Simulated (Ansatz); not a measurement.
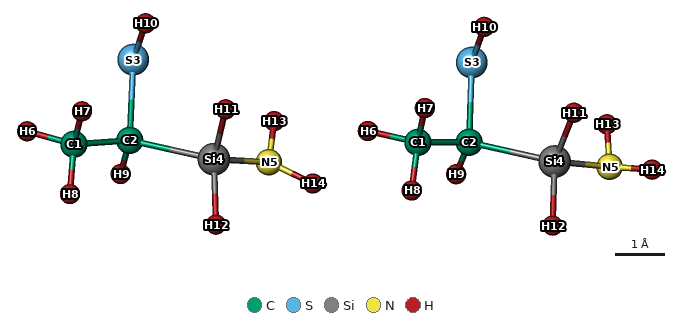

Two geometries of C2H9NSSi, drawn at one scale. One is the start of a relaxation, the other its converged end. Style: ball-and-stick. Shown at a tilt.

Method: RKS BLYP/6-31G* in Ansatz. Set-up: no spin polarisation; force threshold 0.02 eV/Å; at most 50 steps.

Which geometry has the lower energy?

The left one is the relaxed one. The run prepares an end point of a later path (hydrogen shift) calculation, from a guessed geometry. The atom that moves furthest after the best rigid fit is H14 (0.41 Å). By element the largest moves are H 0.41 Å, Si 0.13 Å, S 0.10 Å, N 0.10 Å, C 0.09 Å. Among the contacts that change: Si4–N5 1.647 → 1.748 Å, C2–S3 1.817 → 1.887 Å, C1–H6 1.170 → 1.103 Å, C1–C2 1.500 → 1.542 Å. Bond angles that change, for instance: Si4–N5–H13 105.8° → 117.1°, Si4–N5–H14 107.4° → 118.1°, N5–Si4–H11 110.4° → 117.6°. After 8 accepted moves (9 points after the start) the energy has fallen by 15.8 kcal/mol. The largest force component goes from 3.2 to 0.014 eV/Å. The line search rejected the trial step at point 3 of the run. The run took 20 s on 2 threads of Intel(R) Xeon(R) Platinum 8488C (Sapphire Rapids), with other jobs on the host, peak memory 0.18 GiB.
